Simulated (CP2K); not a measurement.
# [B2H7]−: PM6

What is the energy change on altering one bond length of [B2H7]− at PM6? 

The results are computed with CP2K 2026.2.

4 further runs of the same task are left out: 1 that didn't finish, 3 set aside as unsound or not needed.

**1. The structure to begin with**

[B2H7]− has 9 atoms, charge -1, and is taken as a singlet. Geometry: relaxed at GFN2-xTB.

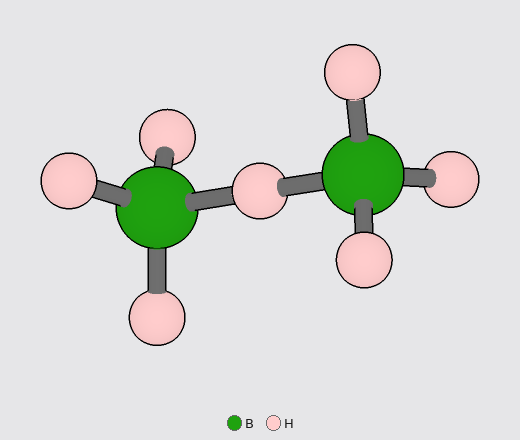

The structure, seen from a chosen angle (boron green, hydrogen pink).

**2. Energy and gradient at PM6**

The input, molecule.pdb:

```
HETATM    1 B    MOL A   1       0.999   0.432  -0.745  1.00  0.00           B
HETATM    2 H    MOL A   1      -0.001   0.003   0.001  1.00  0.00           H
HETATM    3 B    MOL A   1      -0.998  -0.432   0.744  1.00  0.00           B
HETATM    4 H    MOL A   1       0.694   1.535  -1.106  1.00  0.00           H
HETATM    5 H    MOL A   1       1.967   0.430  -0.036  1.00  0.00           H
HETATM    6 H    MOL A   1       1.091  -0.343  -1.656  1.00  0.00           H
HETATM    7 H    MOL A   1      -1.903  -0.658  -0.011  1.00  0.00           H
HETATM    8 H    MOL A   1      -1.250   0.453   1.515  1.00  0.00           H
HETATM    9 H    MOL A   1      -0.599  -1.421   1.294  1.00  0.00           H
END
```

The input, qs.inp:

```
&GLOBAL
    PROJECT_NAME qs
    RUN_TYPE ENERGY_FORCE
    PRINT_LEVEL MEDIUM
&END GLOBAL

&FORCE_EVAL
    METHOD QUICKSTEP
    &DFT
        CHARGE -1
        # Quickstep
        &QS
            METHOD PM6
            EPS_DEFAULT 1.0E-10
            &SE
                &COULOMB
                    CUTOFF [angstrom] 50
                    RC_RANGE [angstrom] 0
                &END COULOMB
                &EXCHANGE
                    CUTOFF [angstrom] 50
                    RC_RANGE [angstrom] 0
                &END EXCHANGE
            &END SE
        &END QS
        &POISSON
            PERIODIC NONE
            POISSON_SOLVER ANALYTIC
        &END POISSON
        # self-consistent field
        &SCF
            SCF_GUESS ATOMIC
            EPS_SCF 1.0E-06
            MAX_SCF 100
            ADDED_MOS 2
            &DIAGONALIZATION
                ALGORITHM STANDARD
            &END DIAGONALIZATION
            &MIXING
                METHOD DIRECT_P_MIXING
                ALPHA 0.4
            &END MIXING
        &END SCF
        &PRINT
            &MOMENTS
                PERIODIC F
                REFERENCE COM
                MAX_MOMENT 1
            &END MOMENTS
            &MO ON
                ENERGIES T
                OCCUPATION_NUMBERS T
                NDIGITS 6
                &EACH
                    QS_SCF 0
                &END EACH
                ADD_LAST NUMERIC
            &END MO
            &HIRSHFELD OFF
            &END HIRSHFELD
        &END PRINT
    &END DFT
    # structure
    &SUBSYS
        # vacuum box
        &CELL
            ABC 11.9 11 11.2
            PERIODIC NONE
        &END CELL
        &TOPOLOGY
            COORD_FILE_NAME molecule.pdb
            COORD_FILE_FORMAT PDB
            CONN_FILE_FORMAT OFF
            &CENTER_COORDINATES
            &END CENTER_COORDINATES
        &END TOPOLOGY
    &END SUBSYS
    &PRINT
        &FORCES ON
        &END FORCES
    &END PRINT
&END FORCE_EVAL
```

Run with:

```sh
$ OMP_NUM_THREADS=1 cp2k.psmp qs.inp > qs.out
```

Standard output:

```text
CP2K| version string:                                       CP2K version 2026.2
[...]
 GLOBAL| Method name                                                        CP2K
[...]
 GLOBAL| Run type                                                   ENERGY_FORCE
[...]
                             - Atoms:                                          9
[...]
                             - Spherical basis functions:                     15
[...]
 Number of electrons:                                                         14
[...]
     1 P_Mix/Diag. 0.40E+00    0.0     0.75668411        -3.9353677657 -3.94E+00
[...]
    13 DIIS/Diag.  0.41E-06    0.0     0.00000088        -7.5806905716 -2.30E-10
  *** SCF run converged in    13 steps ***
  Core-core repulsion energy [eV]:                            434.75474910281707
  Core Hamiltonian energy [eV]:                              -293.38706936867709
  Two-electron integral energy [eV]:                         -695.29752155357937
  Electronic energy [eV]:                                    -641.03583014546678
  Total energy [eV]:                                         -206.28108104264973
  Atomic reference energy [eV]:                               205.38658561862198
  Heat of formation [kcal/mol]:                               -20.62755614552405
[...]
 SE_DIPOLE| Moment [Debye]         -0.00896343      -0.00644722       0.00606729
 SE_DIPOLE| Derivative [a.u.]       0.00000000       0.00000000       0.00000000
 ENERGY| Total FORCE_EVAL ( QS ) energy [hartree]             -7.580690571641211
 FORCES| Atomic forces [hartree/bohr]
 FORCES|   Atom     x               y               z               |f|
 FORCES|      1  3.82156847E-03  1.83437207E-03 -2.77005889E-03   5.06384565E-03
 FORCES|      2  2.23003516E-04  7.15360810E-05 -1.58216676E-04   2.82631378E-04
 FORCES|      3 -4.26484300E-03 -1.66901675E-03  3.29000885E-03   5.63903014E-03
 FORCES|      4 -2.92918086E-03 -8.05031035E-03  5.39700310E-03   1.01249810E-02
 FORCES|      5 -9.86692368E-03 -2.00339212E-03 -4.76056720E-04   1.00795036E-02
 FORCES|      6 -5.04470686E-03  2.16166519E-03  8.31048011E-03   9.95921399E-03
 FORCES|      7  9.59412952E-03  3.28019630E-03  7.53286214E-04   1.01673226E-02
 FORCES|      8  6.02342320E-03 -3.01468171E-03 -7.87342137E-03   1.03615007E-02
 FORCES|      9  2.44352969E-03  7.38963129E-03 -6.47302462E-03   1.01231189E-02
 FORCES| Sum    -1.73472348E-17 -4.51028104E-17 -2.67147415E-16
 FORCES| Total atomic force                                       2.71482838E-16
[...]
```

Wall time 0.42 s (1 thread of Arm Neoverse N1, shared host); peak memory 0.13 GiB.

**3. The distorted shape**

The input, molecule.pdb:

```
HETATM    1 B    MOL A   1       1.180   0.478  -0.594  1.00  0.00           B
HETATM    2 H    MOL A   1       0.180   0.048   0.152  1.00  0.00           H
HETATM    3 B    MOL A   1      -0.817  -0.387   0.895  1.00  0.00           B
HETATM    4 H    MOL A   1       0.875   1.580  -0.955  1.00  0.00           H
HETATM    5 H    MOL A   1       2.148   0.475   0.115  1.00  0.00           H
HETATM    6 H    MOL A   1       1.272  -0.298  -1.505  1.00  0.00           H
HETATM    7 H    MOL A   1      -1.903  -0.658  -0.011  1.00  0.00           H
HETATM    8 H    MOL A   1      -1.069   0.498   1.666  1.00  0.00           H
HETATM    9 H    MOL A   1      -0.418  -1.376   1.445  1.00  0.00           H
END
```

The input, gas.inp:

```
&GLOBAL
  PROJECT gas
  RUN_TYPE ENERGY_FORCE
  PRINT_LEVEL MEDIUM
&END

&FORCE_EVAL
  METHOD QUICKSTEP
  &DFT
    CHARGE -1
    ! Quickstep
    &QS
      METHOD PM6
      EPS_DEFAULT 1.0E-10
      &SE
        &COULOMB
          CUTOFF [angstrom] 50
          RC_RANGE [angstrom] 0
        &END
        &EXCHANGE
          CUTOFF [angstrom] 50
          RC_RANGE [angstrom] 0
        &END
      &END
    &END
    ! cluster boundary conditions
    &POISSON
      PERIODIC NONE
      POISSON_SOLVER ANALYTIC
    &END
    ! SCF settings
    &SCF
      SCF_GUESS ATOMIC
      EPS_SCF 1.0E-06
      MAX_SCF 100
      ADDED_MOS 2
      &DIAGONALIZATION
        ALGORITHM STANDARD
      &END
      &MIXING
        METHOD DIRECT_P_MIXING
        ALPHA 0.4
      &END
    &END
    &PRINT
      &MOMENTS
        PERIODIC F
        REFERENCE COM
        MAX_MOMENT 1
      &END
      &MO ON
        ENERGIES T
        OCCUPATION_NUMBERS T
        NDIGITS 6
        &EACH
          QS_SCF 0
        &END
        ADD_LAST NUMERIC
      &END
      &HIRSHFELD OFF
      &END
    &END
  &END
  &SUBSYS
    &CELL
      ABC 12.1 11 11.2
      PERIODIC NONE
    &END
    &TOPOLOGY
      COORD_FILE_NAME molecule.pdb
      COORD_FILE_FORMAT PDB
      CONN_FILE_FORMAT OFF
      &CENTER_COORDINATES
      &END
    &END
  &END
  ! extra output
  &PRINT
    &FORCES ON
    &END
  &END
&END
```

Run with:

```sh
$ OMP_NUM_THREADS=1 cp2k.psmp gas.inp > gas.out
```

Standard output:

```text
CP2K| version string:                                       CP2K version 2026.2
[...]
 GLOBAL| Method name                                                        CP2K
[...]
 GLOBAL| Run type                                                   ENERGY_FORCE
[...]
                             - Atoms:                                          9
[...]
                             - Spherical basis functions:                     15
[...]
 Number of electrons:                                                         14
[...]
     1 P_Mix/Diag. 0.40E+00    0.0     0.75612465        -3.9881338587 -3.99E+00
[...]
    16 DIIS/Diag.  0.22E-06    0.0     0.00000091        -7.5555467983 -1.19E-12
  *** SCF run converged in    16 steps ***
  Core-core repulsion energy [eV]:                            429.05959428843863
  Core Hamiltonian energy [eV]:                              -291.54487462702326
  Two-electron integral energy [eV]:                         -686.22320767159965
  Electronic energy [eV]:                                    -634.65647846282309
  Total energy [eV]:                                         -205.59688417438443
  Atomic reference energy [eV]:                               205.38658561862198
  Heat of formation [kcal/mol]:                                -4.84960028837257
[...]
 SE_DIPOLE| Moment [Debye]         -0.01896352      -0.00414111      -0.03677917
 SE_DIPOLE| Derivative [a.u.]       0.00000000       0.00000000       0.00000000
 ENERGY| Total FORCE_EVAL ( QS ) energy [hartree]             -7.555546798288173
 FORCES| Atomic forces [hartree/bohr]
 FORCES|   Atom     x               y               z               |f|
 FORCES|      1  3.43547745E-03  8.47312094E-04 -2.64315742E-03   4.41664174E-03
 FORCES|      2 -4.49435668E-04 -3.17918987E-05 -1.08213600E-03   1.17218662E-03
 FORCES|      3 -5.96127639E-02 -1.53476117E-02 -4.37655601E-02   7.55291669E-02
 FORCES|      4 -2.97907558E-03 -7.62129440E-03  5.23426894E-03   9.71373208E-03
 FORCES|      5 -9.86872491E-03 -1.94697665E-03 -4.67736696E-04   1.00698176E-02
 FORCES|      6 -5.00201238E-03  2.46945151E-03  8.49657450E-03   1.01641575E-02
 FORCES|      7  6.93710164E-02  1.80027742E-02  5.21594783E-02   8.86399965E-02
 FORCES|      8  4.29665942E-03 -3.25604818E-03 -9.64370653E-03   1.10482672E-02
 FORCES|      9  8.08859079E-04  6.88418501E-03 -8.28802495E-03   1.08045182E-02
 FORCES| Sum     8.67361738E-17 -6.24500451E-17 -1.38777878E-17
 FORCES| Total atomic force                                       1.07776458E-16
[...]
```

It took 0.45 s on 1 thread of Arm Neoverse N1, shared host; peak memory 0.14 GiB.

**4. What came out**

At PM6:

```
                                                         quantity           value
                                        first shape: total energy     -7.58069 Eh
                                         first shape: HOMO energy        -6.08 eV
                                         first shape: LUMO energy         4.94 eV
                                       first shape: HOMO–LUMO gap        11.02 eV
           first shape: heat of formation at this unrelaxed shape  -20.6 kcal/mol
                            first shape: largest force on an atom      0.533 eV/Å
                                    distorted shape: total energy     -7.55555 Eh
                                     distorted shape: HOMO energy        -5.56 eV
                                     distorted shape: LUMO energy         4.96 eV
                                   distorted shape: HOMO–LUMO gap        10.52 eV
       distorted shape: heat of formation at this unrelaxed shape   -4.8 kcal/mol
                        distorted shape: largest force on an atom      4.558 eV/Å
energy change with the B3–H7 bond stretched from 1.200 to 1.440 Å        0.684 eV
```

What this shows: With the B3–H7 bond stretched from 1.200 to 1.440 Å the energy rises by 0.68 eV (15.8 kcal/mol). The first shape isn't relaxed at this level, so the change isn't measured from a minimum. The largest force (first shape) is 0.53 eV/Å: the shape isn't a stationary point for this species at this level.
